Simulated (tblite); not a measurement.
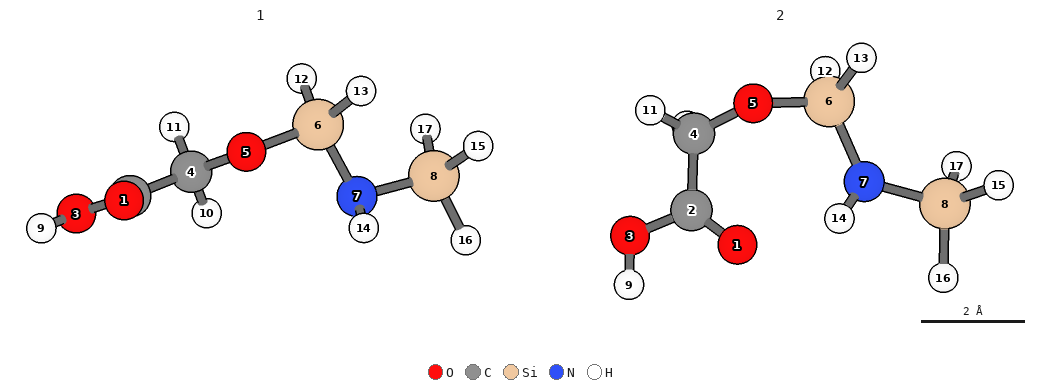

Two geometries of C$_{2}$H$_{9}$NO$_{3}$Si$_{2}$, drawn at one scale. One is the start of a relaxation, the other its converged end. A ball-and-stick model, seen at a tilt.

The calculation used GFN2-xTB geometry optimisation, gas phase in tblite. 

Which of the two is the end point?

Structure 2 is the relaxed one. The energy falls by 78.0 kJ/mol in 233 geometry steps. The atom that moves furthest after the best rigid fit is O1 (2.32 Å). By element the largest moves are O 2.32 Å, H 1.89 Å, C 0.91 Å, Si 0.63 Å, N 0.43 Å. Among the contacts that change: Si6–Si8 2.748 → 3.115 Å, C4–O5 1.430 → 1.378 Å, N7–Si8 1.685 → 1.730 Å, Si6–N7 1.687 → 1.723 Å. Among the angles between lasting bonds that change: Si6–N7–Si8 109.2° → 128.9°, O5–Si6–H13 108.7° → 97.0°, C4–O5–Si6 118.0° → 129.4°. Groups turn about C4–O5 by about 100°. The run took 2 s on 1 thread of Arm Neoverse V1 (shared host).
